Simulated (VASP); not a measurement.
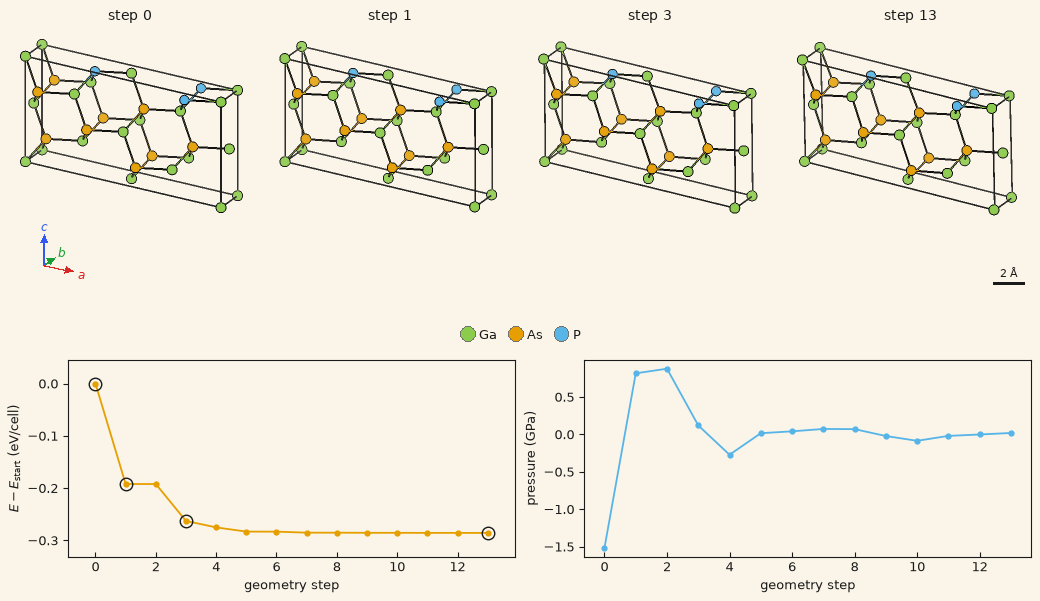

Frames of a relaxation of crystalline Ga₄As₃P (a generated structure, set up in Cm), marked on the history of the run. Style: ball-and-stick. Shown: the conventional cell (2 times the calculation's cell), slightly off an axis. Lengths and directions refer to the drawn axes.

The run lets cell and atoms move.

The calculation used VASP 6.6.1, Kohn-Sham DFT of a periodic cell, PBEsol, VASP PAW PBE potentials, recommended.

Input file:
```
ALGO = Normal
EDIFF = 1E-6
EDIFFG = -0.01
ENCUT = 600
GGA = PS
IBRION = 2
ISIF = 3
ISMEAR = 0
KPAR = 2
LASPH = T
LCHARG = F
LREAL = F
LWAVE = F
NELM = 80
NSW = 60
PREC = Accurate
SIGMA = 0.02
```

Command:
```bash
cat potpaw_PBE.64/Ga_d/POTCAR potpaw_PBE.64/As/POTCAR potpaw_PBE.64/P/POTCAR > POTCAR
mpirun -np 2 vasp_std > vasp.out
```

Question: What happens along the run?

Answer: After 13 geometry steps the energy has fallen by 0.286 eV per cell of the calculation. Largest force component: 0.5 eV/Å at the start, 0.0085 eV/Å at the end. Pressure: −1.52 GPa at the start and 0.02 GPa at the end. The atom that moves furthest relative to the cell is a Ga atom (0.087 Å along [1 0 3]). Largest moves by element: Ga 0.087 Å, As 0.045 Å, P 0.025 Å. The drawn cell changes as follows: a 13.310 → 12.935 Å (−2.8 %), b 4.013 → 4.232 Å (+5.5 %), c 6.951 → 6.682 Å (−3.9 %), β 100.0° → 102.5°; the volume changes by −2.3 %. Some distances before and after: Ga–P 2.458 → 2.335 Å, Ga–P 2.458 → 2.357 Å, As–Ga 2.458 → 2.500 Å, As–Ga 2.458 → 2.420 Å. Bond angles that change, for instance: Ga–P–Ga 109.5° → 119.8°, P–Ga–P 109.5° → 119.8°, Ga–As–Ga 109.5° → 116.4°. The space group stays Cm (No. 8). From step 0 to 1: a Ga atom moves most (0.03 Å), volume −3.2 %, energy −0.192 eV per cell of the calculation. From step 1 to 3: a Ga atom moves most (0.04 Å), volume +0.8 %, energy −70.7 meV per cell of the calculation. From step 3 to 13: an As atom moves most (0.03 Å), volume +0.1 %, energy −22.9 meV per cell of the calculation.

```csv
step,"E − E(0), meV/atom","largest force component, eV/Å","pressure, GPa","volume, Å³/atom"
0,0.00,0.5015,-1.52,22.852
1,-24.00,0.5978,0.82,22.128
2,-24.00,0.5990,0.88,22.118
3,-32.84,0.2259,0.12,22.300
4,-34.37,0.1627,-0.27,22.418
5,-35.38,0.0735,0.02,22.316
6,-35.39,0.0672,0.04,22.307
7,-35.64,0.0367,0.07,22.294
8,-35.64,0.0243,0.07,22.296
9,-35.67,0.0168,-0.02,22.331
10,-35.67,0.0168,-0.09,22.344
11,-35.69,0.0181,-0.02,22.332
12,-35.69,0.0202,0.00,22.328
13,-35.70,0.0085,0.02,22.324
```
